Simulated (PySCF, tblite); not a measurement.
# C₈H₂F₃ radical: geometry, infrared bands and EPR parameters

Aim: predict the infrared bands and EPR parameters of C₈H₂F₃ radical (`C#CC=[C]C#CC(F)=C(F)F`).

Programs: tblite 0.8.0 and PySCF 2.14.0, with density-fitted response routines of our own. Each step states its level of theory. These are calculated values for one molecule in the gas phase, unless marked as measured. Atoms count from 0, in the outputs and in this text.

### 1 The molecule as given

13 atoms, charge 0, multiplicity 2; geometry from: force field or distance geometry start.

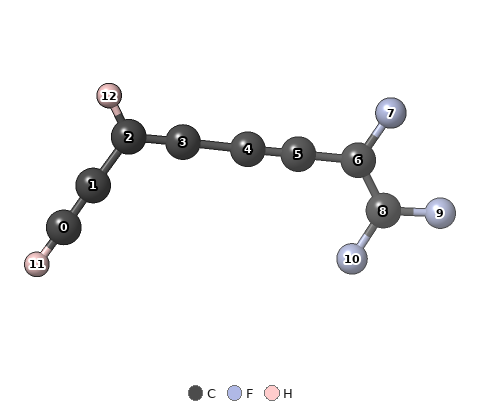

As it starts; carbon dark grey, fluorine light blue, hydrogen pink, atoms numbered; sticks join atoms by distance.

### 2 Geometry optimisation with GFN2-xTB

Job settings and geometry (Å):

```
{"job": {"kind": "relax", "xc": "GFN2-xTB", "basis": "xTB"}, "charge": 0, "multiplicity": 2}
C     -3.724300     1.264200     1.691000
C     -3.232900     0.908600     0.655100
C     -2.630100     0.473200    -0.546900
C     -1.378900     0.179500    -0.568400
C      0.117700    -0.191700    -0.564600
C      1.280600    -0.472300    -0.582200
C      2.664100    -0.802400    -0.597700
F      3.207000    -1.205700    -1.761900
C      3.443900    -0.739500     0.492000
F      4.740400    -1.071300     0.407300
F      2.932600    -0.337600     1.677300
H     -4.181000     1.585400     2.606800
H     -3.243400     0.410100    -1.439900
```

Started as:

```sh
$ OMP_NUM_THREADS=1 python probes_run.py task.json out
```

One launch serves the whole session: the jobs run in the order shown.

The program printed:

```text
step      E/eV     max force
  0    -871.77161    8.442
  1    -872.31334    6.665
  2    -872.71313    2.276
  3    -872.83783    1.863
  4    -872.90637    0.855
  5    -872.94877    0.989
  6    -872.95066    2.154
  7    -872.97779    0.353
  8    -872.98532    0.284
  9    -872.99525    0.387
 10    -872.99896    0.166
 11    -873.00056    0.114
 12    -873.00122    0.091
 13    -873.00181    0.085
 14    -873.00229    0.068
 15    -873.00278    0.079
 16    -873.00317    0.067
 17    -873.00344    0.043
 18    -873.00363    0.033
 19    -873.00379    0.036
 20    -873.00390    0.032
 21    -873.00396    0.021
 22    -873.00400    0.019
 23    -873.00404    0.023
 24    -873.00408    0.021
 25    -873.00411    0.015
 26    -873.00414    0.016
 27    -873.00417    0.023
 28    -873.00424    0.035
 29    -873.00434    0.045
 30    -873.00447    0.040
 31    -873.00457    0.029
 32    -873.00466    0.032
 33    -873.00478    0.045
 34    -873.00499    0.060
 35    -873.00527    0.059
 36    -873.00550    0.037
 37    -873.00562    0.033
 38    -873.00573    0.040
 39    -873.00581    0.044
 40    -873.00588    0.029
 41    -873.00591    0.015
 42    -873.00594    0.021
 43    -873.00597    0.028
 44    -873.00602    0.029
 45    -873.00610    0.022
 46    -873.00616    0.016
 47    -873.00620    0.016
 48    -873.00622    0.017
 49    -873.00624    0.017
 50    -873.00628    0.018
 51    -873.00635    0.020
 52    -873.00642    0.020
 53    -873.00646    0.022
 54    -873.00650    0.022
 55    -873.00653    0.018
 56    -873.00659    0.018
 57    -873.00668    0.030
 58    -873.00678    0.040
 59    -873.00688    0.045
 60    -873.00698    0.044
 61    -873.00714    0.040
 62    -873.00754    0.060
 63    -873.00836    0.104
 64    -873.00926    0.114
 65    -873.01023    0.075
 66    -873.01046    0.194
 67    -873.01120    0.074
 68    -873.01144    0.062
 69    -873.01148    0.043
 70    -873.01170    0.061
 71    -873.01183    0.025
 72    -873.01201    0.058
 73    -873.01217    0.033
 74    -873.01229    0.034
 75    -873.01254    0.068
 76    -873.01280    0.045
 77    -873.01328    0.126
 78    -873.01357    0.190
 79    -873.01491    0.269
 80    -873.01610    0.293
 81    -873.01821    0.261
 82    -873.02073    0.252
 83    -873.02373    0.335
 84    -873.02825    0.394
 85    -873.03489    0.320
 86    -873.05070    0.452
 87    -873.05258    1.669
 88    -873.06246    1.043
 89    -873.06673    0.375
 90    -873.08067    0.399
 91    -873.08942    0.926
 92    -873.10107    0.647
 93    -873.12969    0.463
 94    -873.14784    0.406
 95    -873.16012    0.514
 96    -873.16264    0.914
 97    -873.18359    0.508
 98    -873.18960    0.202
 99    -873.19312    0.143
100    -873.19576    0.195
101    -873.19737    0.111
102    -873.19870    0.115
103    -873.20036    0.103
104    -873.20118    0.112
105    -873.20233    0.098
106    -873.20411    0.114
107    -873.20593    0.109
108    -873.20730    0.115
109    -873.20814    0.107
110    -873.20899    0.129
111    -873.20977    0.096
112    -873.21056    0.129
113    -873.21115    0.123
114    -873.21246    0.096
115    -873.21419    0.139
116    -873.21569    0.185
117    -873.21704    0.143
118    -873.21832    0.133
119    -873.21988    0.151
120    -873.22168    0.140
121    -873.22287    0.145
122    -873.22352    0.075
123    -873.22411    0.062
124    -873.22469    0.068
125    -873.22546    0.050
126    -873.22597    0.049
127    -873.22643    0.067
128    -873.22685    0.077
129    -873.22735    0.064
130    -873.22797    0.078
131    -873.22886    0.068
132    -873.22967    0.063
133    -873.23028    0.053
134    -873.23082    0.058
135    -873.23119    0.045
136    -873.23144    0.044
137    -873.23160    0.053
138    -873.23174    0.045
139    -873.23187    0.046
140    -873.23196    0.024
141    -873.23199    0.018
142    -873.23201    0.013
143    -873.23202    0.011
144    -873.23203    0.010
145    -873.23204    0.007
```

It took 1.5 s on 1 thread of Intel Xeon at 2.70GHz, shared host.

Along the way: (not every step is listed)

```tsv
step	energy from step 0 (eV)	largest force (eV/Å)
0	0.0000	8.4424
1	-0.5417	6.6648
2	-0.9415	2.2762
3	-1.0662	1.8628
4	-1.1348	0.8545
5	-1.1772	0.9889
6	-1.1790	2.1541
7	-1.2062	0.3527
8	-1.2137	0.2844
21	-1.2323	0.0209
34	-1.2334	0.0604
47	-1.2346	0.0158
60	-1.2354	0.0437
73	-1.2406	0.0334
86	-1.2791	0.4517
99	-1.4215	0.1434
112	-1.4389	0.1292
125	-1.4538	0.0503
138	-1.4601	0.0455
140	-1.4603	0.0236
141	-1.4604	0.0175
142	-1.4604	0.0132
143	-1.4604	0.0107
144	-1.4604	0.0102
145	-1.4604	0.0073
```

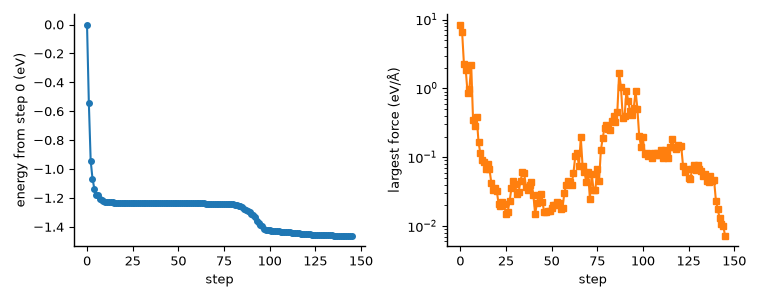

Energy and force, step by step.

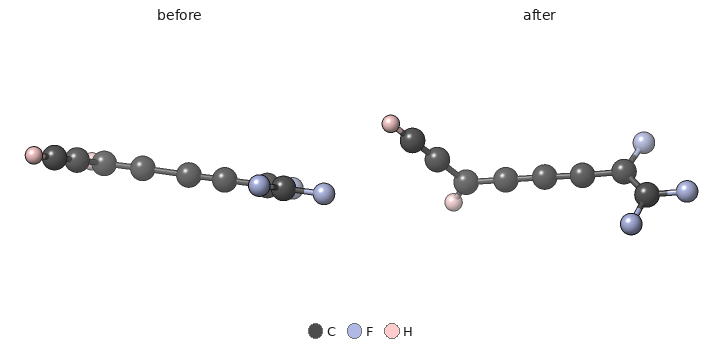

The geometry before (left) and after (right).

Distances of close pairs at the start and the end, largest changes first:

```tsv
bond	before (Å)	after (Å)	change (Å)
C3–C4	1.542	1.288	-0.254
C5–C6	1.422	1.369	-0.054
C4–C5	1.196	1.247	+0.050
C2–C3	1.285	1.310	+0.025
C0–H11	1.073	1.049	-0.023
C8–F10	1.352	1.329	-0.023
C6–C8	1.341	1.360	+0.018
C8–F9	1.341	1.324	-0.017
```

The end geometry stands in the next job.

### 3 Harmonic vibrations with GFN2-xTB

Job settings and geometry (Å):

```
{"job": {"kind": "ir", "xc": "GFN2-xTB", "basis": "xTB"}, "charge": 0, "multiplicity": 2}
C     -3.819426     1.757277     1.239948
C     -3.236516     0.918878     0.606544
C     -2.565794    -0.068040    -0.141568
C     -1.260968    -0.136550    -0.237160
C      0.022318    -0.192388    -0.333759
C      1.264134    -0.275756    -0.408775
C      2.625396    -0.314979    -0.547223
F      3.182956     0.374410    -1.571977
C      3.471254    -0.999371     0.267967
F      4.788496    -1.043412     0.142711
F      3.054079    -1.715513     1.306776
H     -4.330984     2.487036     1.793658
H     -3.199334    -0.791105    -0.649237
```

The program printed:

```text
mode    cm-1     km/mol
  1      37.1      0.15
  2      40.4      0.04
  3      68.8      0.09
  4      91.4      0.30
  5     159.2      2.33
  6     170.6      1.59
  7     207.0      2.40
  8     241.2      1.70
  9     297.7      2.76
 10     317.6      1.18
 11     345.4     14.37
 12     354.2      6.49
 13     390.0      0.10
 14     417.9      0.93
 15     450.6      3.36
 16     494.4      1.57
 17     508.2      2.03
 18     613.5     30.44
 19     627.4      4.56
 20     677.9     43.01
 21     734.3      2.97
 22     892.0    146.29
 23    1026.8    111.50
 24    1081.6    145.84
 25    1188.7     47.30
 26    1221.0    203.41
 27    1375.4    108.48
 28    1587.6    357.77
 29    1887.4     33.88
 30    2074.9      5.82
 31    2242.5      6.64
 32    2966.0      6.58
 33    3393.2     16.30
```

Run time: 0.81 s. Hardware: 1 thread of Intel Xeon at 2.70GHz, shared host.

The strongest bands and the atoms that carry them (share of the mass-weighted mode):

```tsv
cm⁻¹	km/mol	atoms
678	43.0	H11 45 %, F7 11 %
892	146.3	C2 29 %, C6 19 %, F9 11 %, C5 10 %
1027	111.5	C2 22 %, C6 19 %, H12 14 %, C0 12 %
1082	145.8	C6 34 %, H12 21 %, F7 17 %
1189	47.3	H12 55 %, C6 19 %, C2 13 %
1221	203.4	C8 72 %, F10 15 %, F9 12 %
1375	108.5	C2 32 %, C6 26 %, C4 17 %, C5 15 %
1588	357.8	C8 56 %, C6 37 %
```

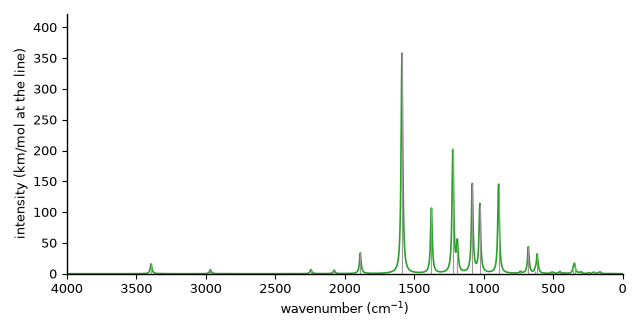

The infrared spectrum from these modes, unscaled. Lines are broadened to a width of 14 cm⁻¹ (Lorentzian).

### 4 g tensor and hyperfine couplings: B3LYP/pcH-1

Settings changed since step 3:

```diff
@@ -1,2 +1,2 @@
-{"job": {"kind": "ir", "xc": "GFN2-xTB", "basis": "xTB"}, "charge": 0, "multiplicity": 2}
+{"job": {"kind": "epr", "basis": "pcH-1"}, "charge": 0, "multiplicity": 2}
 C     -3.819426     1.757277     1.239948
```

Level: UKS B3LYP, pcH-1 on C F H, non-relativistic, mean-field spin-orbit, GIAO.

The program printed:

```text
UKS, coarse grid
  cycle   1  E = -605.18624478  |g| = 6.56e-01
  cycle   2  E = -604.66572504  |g| = 1.28e+00
  cycle   3  E = -605.32900082  |g| = 2.29e-01
  cycle   4  E = -605.34470536  |g| = 1.64e-01
  cycle   5  E = -605.35921789  |g| = 5.37e-02
  cycle   6  E = -605.36063167  |g| = 2.04e-02
  cycle   7  E = -605.36093622  |g| = 1.00e-02
  cycle   8  E = -605.36106532  |g| = 5.52e-03
  cycle   9  E = -605.36111028  |g| = 2.55e-03
  cycle  10  E = -605.36112311  |g| = 1.60e-03
  cycle  11  E = -605.36113050  |g| = 1.17e-03
  cycle  12  E = -605.36113358  |g| = 8.94e-04
UKS, final grid
  cycle   1  E = -605.36114764  |g| = 1.60e-03
  cycle   2  E = -605.36114253  |g| = 3.58e-03
  cycle   3  E = -605.36114989  |g| = 4.12e-04
  cycle   4  E = -605.36115011  |g| = 3.05e-04
  cycle   5  E = -605.36115058  |g| = 3.25e-04
  cycle   6  E = -605.36115077  |g| = 7.23e-05
  cycle   7  E = -605.36115077  |g| = 2.78e-05
E = -605.36115077 Eh   <S^2> = 0.7983 (exact 0.7500)
g shifts (ppm)      1          2          3
  rmc          -190       -190       -190
  gc              9         48         44
  oz_so        -154        199       1542
  total        -335         57       1395
hyperfine (MHz)  atom isotope    a_iso     a_fc   dipolar eigenvalues
    0   13C       0.75       0.75     -7.28      2.52      4.76
    1   13C      64.63      64.63     -2.38      0.20      2.17
    2   13C     -35.91     -35.91    -14.70      5.55      9.15
    3   13C      51.68      51.68    -50.68    -32.83     83.51
    4   13C     -65.01     -65.01    -20.98     -2.02     23.01
    5   13C      50.99      50.99    -46.72    -24.14     70.86
    6   13C     -50.73     -50.73    -26.75     11.92     14.83
    7   19F      -8.61      -8.61    -74.94     18.11     56.82
    8   13C      51.11      51.11    -41.37    -40.13     81.51
    9   19F      71.17      71.17   -121.13    -99.18    220.31
   10   19F      63.51      63.51   -109.17    -81.69    190.85
   11    1H       4.12       4.12     -0.76     -0.51      1.27
   12    1H      90.12      90.12     -3.01     -2.44      5.45
```

Wall time 2.5 min (1 thread of Intel Xeon at 2.70GHz, shared host); peak memory 1.1 GiB.

Principal g values 2.00198, 2.00238, 2.00371; g(iso) = 2.00269, against 2.00232 for a free electron.

Hyperfine couplings, nucleus by nucleus at this fixed geometry (no averaging over rotations):

```tsv
nuclei	isotope	a(iso) (MHz)	a(iso) (G, at g = 2.0023)	largest dipolar term (MHz)
H12	1H	90.1	32.2	5.5
F9	19F	71.2	25.4	220.3
C4	13C	-65.0	-23.2	23.0
C1	13C	64.6	23.1	-2.4
F10	19F	63.5	22.7	190.9
C3	13C	51.7	18.4	83.5
C8	13C	51.1	18.2	81.5
C5	13C	51.0	18.2	70.9
C6	13C	-50.7	-18.1	-26.7
C2	13C	-35.9	-12.8	-14.7
F7	19F	-8.6	-3.1	-74.9
H11	1H	4.1	1.5	1.3
C0	13C	0.7	0.3	-7.3
```

Mulliken spin populations:

C0 -0.04; C1 0.05; C2 -0.12; C3 0.56; C4 -0.25; C5 0.52; C6 -0.18; F7 -0.01; C8 0.37; F9 0.03; F10 0.02; H11 0.00; H12 0.04

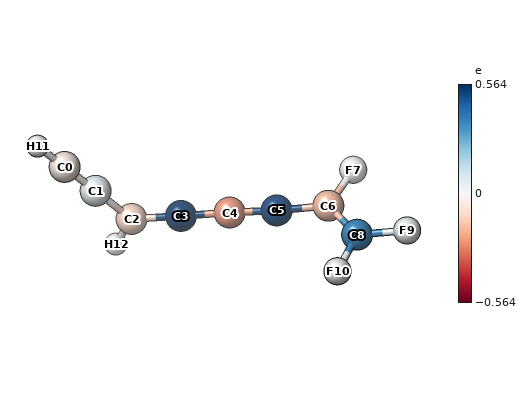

Mulliken spin populations, as colours on the atoms.

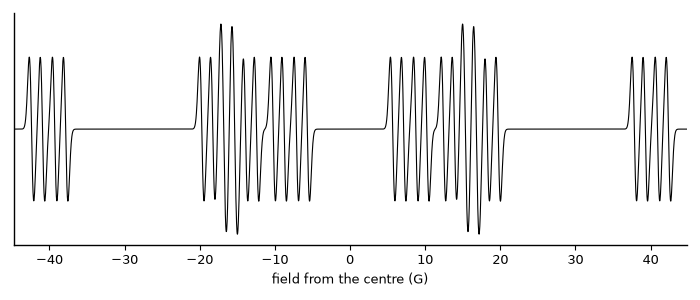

First-order isotropic spectrum (first derivative, main isotopes with spin only, couplings over 0.8 MHz, Gaussian width 0.3 G; couplings of the frozen geometry, rotation of groups not averaged beyond the rows shown).

Orbitals, density, ELF and potential are computed afterwards from the orbital file.

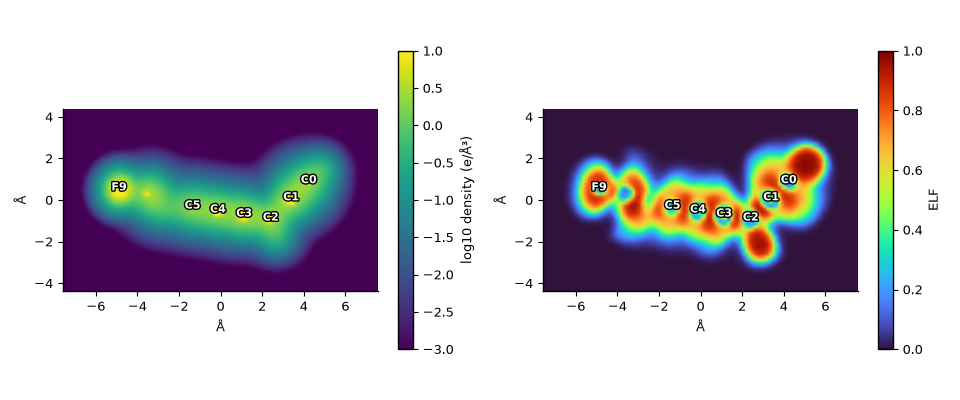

Density (left) and ELF (right) in a plane through or near 7 of the atoms.

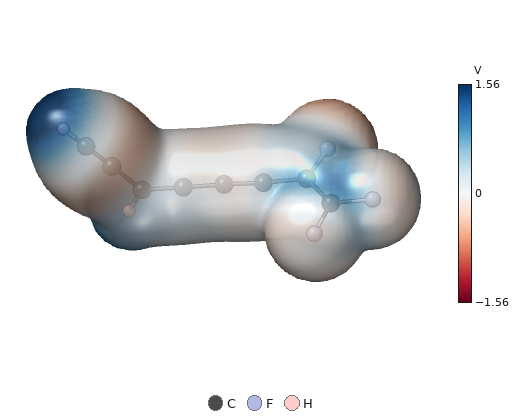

Electrostatic potential on the surface of density 0.002 e/bohr³; red is low, blue high. It runs, from the 1st to the 99th percentile, from -0.57 V near F7 to 1.56 V near H11.

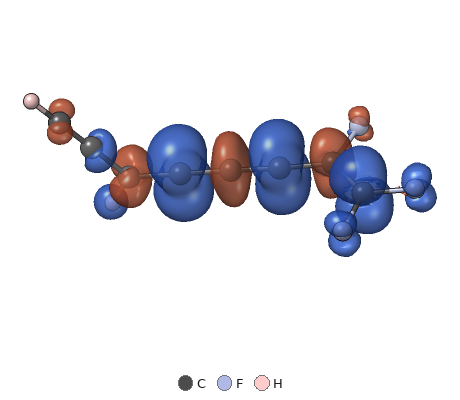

Spin density at ±0.02 e/Å³ (alpha excess blue, beta excess red).

### 5 Outcome

```
                                 quantity                  value
strongest single infrared mode (GFN2-xTB)  1588 cm⁻¹, 358 km/mol
             zero-point energy (GFN2-xTB)          40.3 kcal/mol
                           g(iso) (B3LYP)                2.00269
                                     ⟨S²⟩     0.798 (exact 0.75)
                           largest a(iso)    1H on H12, 90.1 MHz
    surface potential, 1st and 99th percentile     -0.57 V and 1.56 V
```

**Reading.** The optimisation took 145 steps and gained 1.460 eV; among the close pairs (by a distance rule), C3–C4 changed most, from 1.542 to 1.288 Å. No mode is imaginary among the 33: a minimum at this level. The strongest single mode, at 1588 cm⁻¹, moves mainly C8 and C6. GFN2-xTB is a fitted tight-binding method: band positions and strengths are rough. Its intensities can rank the bands wrongly. The largest spin populations lie on C3 (0.56 e), C5 (0.52 e). The isotropic g lies 0.4 ppt above the free-electron value.
